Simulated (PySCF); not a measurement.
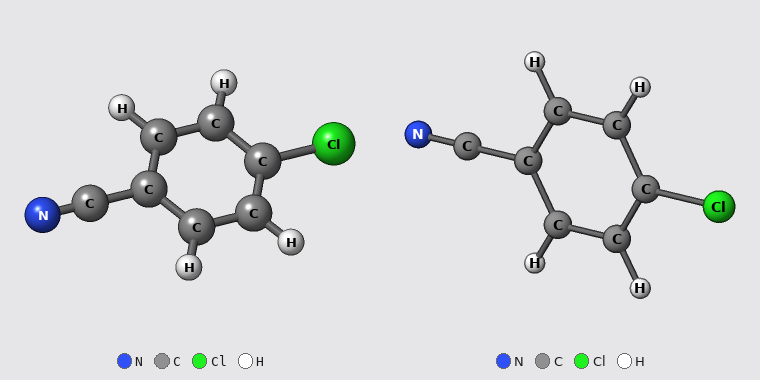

The same structure drawn twice, from different directions.

The computed structure is the end point of a PBE0-D3(BJ)/def2-TZVP optimisation. No frequency run is at hand to confirm it as a minimum.

What is the molecular formula?

Answer. C7H4ClN, 13 atoms: 7 carbon, 4 hydrogen, 1 chlorine and 1 nitrogen.

Name functional groups in it.

Answer. Among them: nitrile, C–Cl bond.

Which point group does it belong to?

Answer. C2v.

Count the bonded pairs by element.

Answer. 7 C–C, 4 C–H, 1 C–N, 1 C–Cl.

More results for the same structure follow; atom numbers are the same in all pictures, views and colours differ.

**Shape**

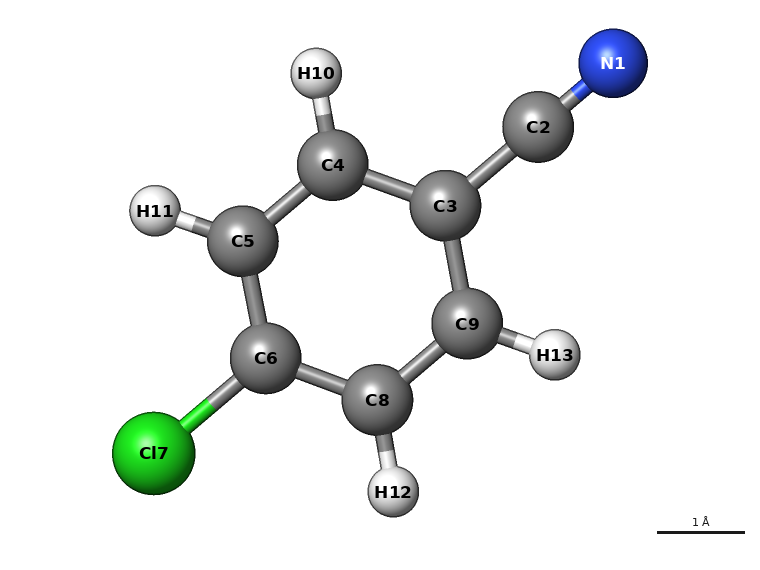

The atoms are numbered. No frequency run is at hand to confirm it as a minimum.

What is the geometry at C3?

Answer. C3 has 3 neighbours (C2 at 1.43, C4 at 1.39, C9 at 1.39 Å); the arrangement is trigonal planar.

What is the geometry at C5?

Answer. C5 has 3 neighbours (C4 at 1.38, C6 at 1.39, H11 at 1.08 Å); the arrangement is trigonal planar.

Describe the coordination of atom 4.

Answer. C4 has 3 neighbours (C3 at 1.39, C5 at 1.38, H10 at 1.08 Å); the arrangement is trigonal planar.

Describe the coordination of atom 6.

Answer. C6 has 3 neighbours (C5 at 1.39, Cl7 at 1.72, C8 at 1.39 Å); the arrangement is trigonal planar.

What is the dihedral angle C9–C3–C4–C5?

Answer. 0° in size, that is syn (eclipsed).

**Ring current**

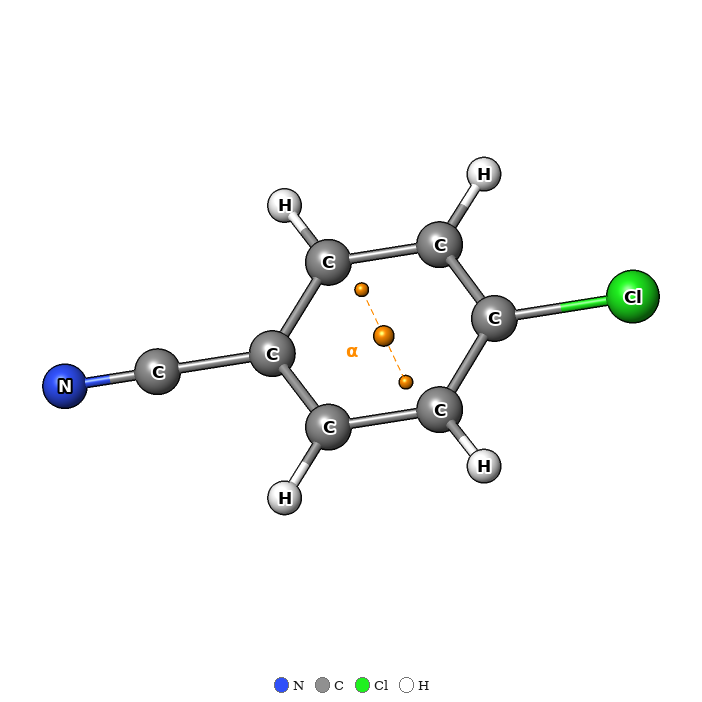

The small points mark where nucleus-independent chemical shifts (NICS) were computed: at the centre of each lettered ring and 1 Å above and below it. No frequency run is at hand to confirm it as a minimum. Properties computed with GIAO B97-2/pcSseg-2 NMR shielding, non-relativistic, gas phase (PySCF 2.14.0).

Give NICS(0), NICS(1) and the out-of-plane component NICS(1)zz for each ring (means of the two sides).

| ring | members | NICS(0) | NICS(1) | NICS(1)zz |
| --- | --- | --- | --- | --- |
| α | C6 | −9.1 | −9.6 | −26.2 |

Values in ppm.

What do the values say about the ring currents?

Answer. Ring α: diatropic, as in an aromatic ring. NICS is one index among several.

**Dipole moment**

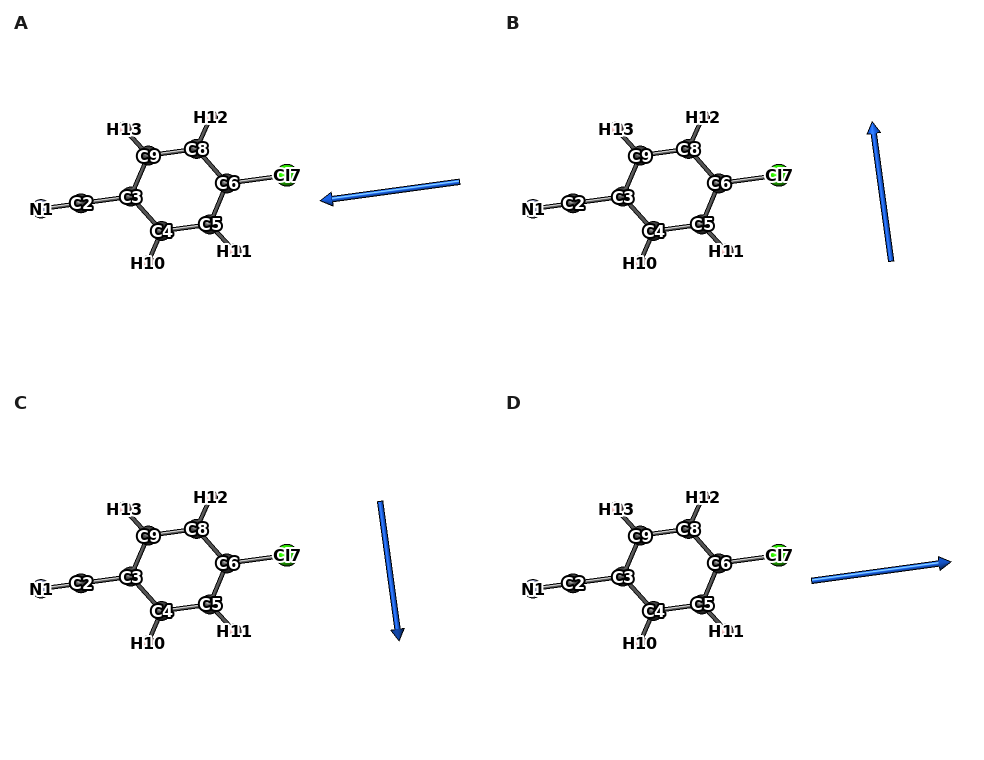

The same molecule four times, each with an arrow. No frequency run is at hand to confirm it as a minimum. Method: PBE0/pcSseg-2, gas phase (PySCF 2.14.0).

Which arrow points along the dipole moment, from the negative to the positive end?

Answer. D. The dipole moment is 3.20 D; it points from the side of N1 to the side of Cl7 (the outermost atoms at the two ends).

**Quadrupole coupling**

No frequency run is at hand to confirm it as a minimum. Electric field gradients from the ground-state density, PBE0/pcSseg-2 (PySCF 2.14.0), non-relativistic apart from any core potentials.

Give the largest field-gradient component, the quadrupole coupling constant and the asymmetry for 14N at N1 (Q = 20.44 mb), 35Cl at Cl7 (Q = −81.7 mb), 2H at H10 (Q = 2.86 mb), 2H at H11 (Q = 2.86 mb).

```
atom  V_zz (a.u.)  e²qQ/h (MHz)     η
  N1       −0.986         −4.73  0.09
 Cl7        3.787         −72.7  0.12
 H10        0.292         0.196  0.06
 H11        0.293         0.197  0.07
```
